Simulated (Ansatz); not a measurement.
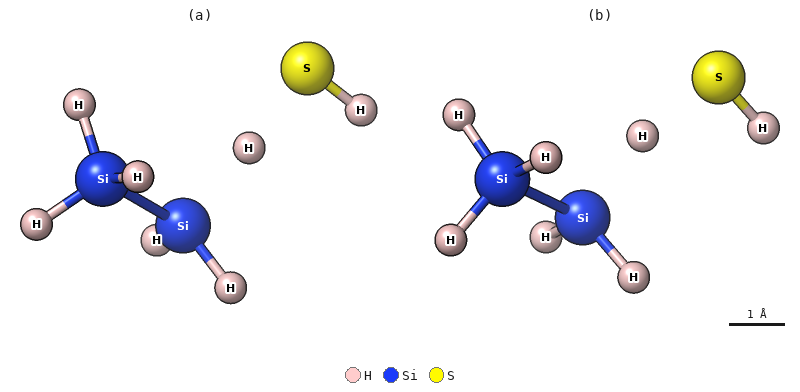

The structure of Si$_{2}$H$_{7}$S (multiplicity 2) before (left) and after (right) a constrained relaxation, at one scale.

Style: ball-and-stick. Shown at a tilt.

The reaction that was planned forms H1–S4 and breaks H1–Si2 (atoms numbered from 1 in input order).

All numbers below come from Ansatz 0.2.0, UKS PBE0-D4/def2-SVP.

Input
```yaml
crystal:
  periodic: [false, false, false]
  atoms:
    - {symbol: H, position_ang: [-0.956100, -0.576200, -0.967700]}
    - {symbol: Si, position_ang: [0.140300, 0.873000, -0.526200]}
    - {symbol: Si, position_ang: [1.179900, 0.121600, 1.387800]}
    - {symbol: S, position_ang: [-1.951600, -2.047100, -1.218600]}
    - {symbol: H, position_ang: [-0.798200, 1.997500, -0.460300]}
    - {symbol: H, position_ang: [0.933100, 1.094900, -1.737200]}
    - {symbol: H, position_ang: [2.309000, 0.980000, 1.767100]}
    - {symbol: H, position_ang: [0.237600, 0.119400, 2.507700]}
    - {symbol: H, position_ang: [1.698700, -1.233200, 1.199500]}
    - {symbol: H, position_ang: [-2.792800, -1.330000, -1.952100]}
basis:
  gaussian: {orbitals: def2-SVP}
magnetization: {spin_polarized: true, initial_magnetization: 1}
hamiltonian: {xc: pbe0, dispersion: d4}
relax: {f_tol: 0.04, max_steps: 150, escape_saddle: false, constraints: [{distance: [0, 3]}, {distance: [0, 1]}]}
```

Launched with:
```bash
ansatz run in.yaml --threads 4 --pin off --events-out ev --progress --plain --max-ram 9574MiB
```

**Summarise the run.**

After 14 accepted moves (15 points after the start) the energy has fallen by 10.5 kJ/mol. The largest force component goes from 0.55 to 0.033 eV/Å. The line search rejected the trial step at point 8 of the run. The forces were under the threshold at step 3, but the run went on from there. H7 moves most after the best rigid fit: 0.45 Å. By element the largest moves are H 0.45 Å, S 0.37 Å, Si 0.19 Å. Near-neighbour distances that change, for instance: Si2–Si3 2.304 → 2.340 Å, Si2–H6 1.464 → 1.495 Å, Si3–H8 1.464 → 1.494 Å, Si3–H7 1.468 → 1.498 Å. Among the angles between lasting bonds that change: Si3–Si2–H5 120.1° → 113.8°, Si3–Si2–H6 119.5° → 114.5°, H5–Si2–H6 105.5° → 110.4°.
